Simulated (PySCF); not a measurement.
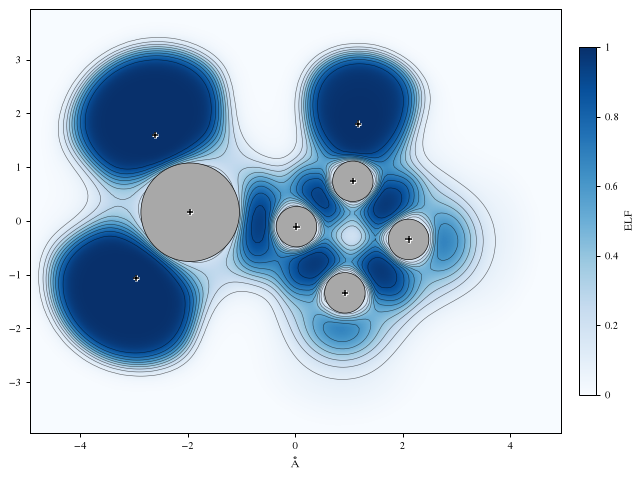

The ELF on a plane through atoms (crosses mark nuclei in the plane; grey discs cover the cores).

The calculation used CAM-B3LYP/def2-SVPD, SCF density, gas phase in PySCF.

Candidates:
A. C₄H₇Ga (SMILES [GaH2][C]1=CCC1)
B. C₅H₄OSSi (SMILES C#CC(=C=S)[SiH2]C=O)
C. C₅H₁₀Si (SMILES C=CC[SiH]1CC1)

Q: Which system is this?

A: Candidate A: C₄H₇Ga on the plane of atoms C3, C4 and C5, which holds Ga, C and H. C–C (1.35 Å): the ELF peaks at about 0.90 between the atoms: a short, multiple covalent bond. C–Ga (2.00 Å): the ELF peaks at about 0.95 in the valence shell of C, 0.7 Å from its nucleus, and is about 0.60 at the midpoint.
